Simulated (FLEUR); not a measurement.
Band structure of K3Cd (Fm-3m, 4 atoms in the cell).

```
CELL_PARAMETERS angstrom
      0.00000     4.61034     4.61034
      4.61034     0.00000     4.61034
      4.61034     4.61034     0.00000
ATOMIC_POSITIONS crystal
  K  0.25000 0.25000 0.25000
  K  0.75000 0.75000 0.75000
  K  0.50000 0.50000 0.50000
  Cd 0.00000 0.00000 0.00000
```

Computed with LDA (Perdew-Zunger), all-electron FLAPW (FLEUR), scalar-relativistic valence in FLEUR.

Settings: Kmax = 3.8 1/bohr; GmaxXC = 13.3 1/bohr; xcFunctional = pz; jspins = 1; l_soc = F; mode = hist; fermiSmearingEnergy = 0.00183747 Htr; mesh (inpgen div1-3) = 4 4 4; inpgen gamma flag = true; Gmax = 13.3 1/bohr; numbands = 0; maxIterBroyd = 99; imix = Anderson; alpha = 0.05.

The starting cell comes from a database of computed structures (which also holds hypothetical and non-ambient phases and stackings), without a prior relaxation at this level. Values depend on the basis (sphere radii, cutoffs, local orbitals), which need not be converged.

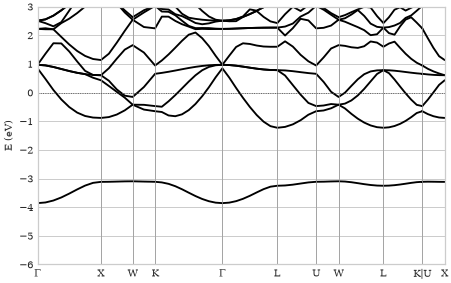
*Bands along the path, energies from the Fermi level.*

Levels in eV from the Fermi level, bands 19 to 26:
```tsv
point	19	20	21	22	23	24	25	26
Γ	-8.42	-8.42	-3.86	0.85	0.97	0.97	0.97	2.22
X	-8.42	-8.42	-3.12	-0.88	0.43	0.61	0.61	1.14
W	-8.42	-8.42	-3.10	-0.42	-0.42	-0.15	1.66	2.54
K	-8.42	-8.42	-3.11	-0.65	-0.47	0.66	0.95	2.24
L	-8.42	-8.42	-3.25	-1.23	0.78	0.78	1.60	2.27
U	-8.42	-8.42	-3.11	-0.65	-0.47	0.66	0.95	2.24
```
